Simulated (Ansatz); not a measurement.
Consider HfSi$_{2}$N$_{2}$.

```cif
data_structure
_symmetry_space_group_name_H-M 'P 1'
_symmetry_Int_Tables_number 1
_cell_length_a 3.0866
_cell_length_b 16.0479
_cell_length_c 2.9541
_cell_angle_alpha 90.000
_cell_angle_beta 90.000
_cell_angle_gamma 90.000
_cell_volume 146.33
loop_
_atom_site_label
_atom_site_type_symbol
_atom_site_fract_x
_atom_site_fract_y
_atom_site_fract_z
_atom_site_occupancy
Hf1 Hf 0.00000 0.00000 0.00000 1
Hf2 Hf 0.50000 0.50000 0.00000 1
Si1 Si 0.00000 0.80815 0.00000 1
Si2 Si 0.50000 0.30815 0.00000 1
Si3 Si 0.00000 0.19185 0.00000 1
Si4 Si 0.50000 0.69185 0.00000 1
N1 N 0.00000 0.54660 0.50000 1
N2 N 0.50000 0.04660 0.50000 1
N3 N 0.00000 0.45340 0.50000 1
N4 N 0.50000 0.95340 0.50000 1
```

Space group Cmmm; a structure generated by program, which may or may not match a known phase.

Level of theory: DFT PBE, scalar-relativistic, plane waves, PAW in Ansatz 0.2.0.

What can the converged valence pseudo-density and electron localisation function tell about the bonding?

N–N (1.50 Å): ρ at the midpoint is about 1.7 e/Å³; the ELF peaks at about 0.75 between the atoms.
Hf–N (2.26 Å): ρ at the midpoint is about 0.51 e/Å³; the ELF peaks at about 0.80 in the valence shell of N, 0.6 Å from its nucleus, and drops to about 0.15 between the two atoms (no shared electron pair shows on this line).
Hf–Si (3.08 Å): ρ at the midpoint is about 0.17 e/Å³; the ELF peaks at about 0.95 in the valence shell of Si, 0.9 Å from its nucleus, and is about 0.40 at the midpoint.
Bader's partition of the density gives Hf +2.10, Si +0.01 and N −1.06 e.

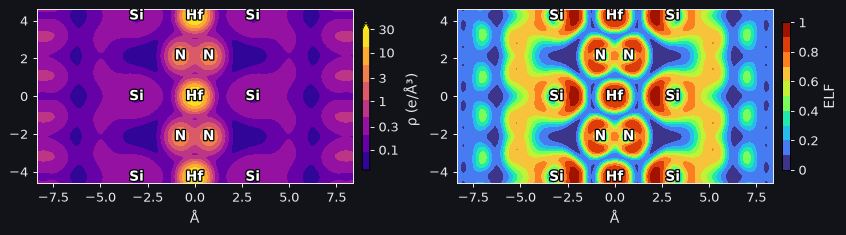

Computed valence pseudo-density and electron localisation function on the (101̄) plane of the conventional cell, in this order. 

The density is the valence pseudo-density of a PAW calculation; it isn't the true density close to the nuclei.
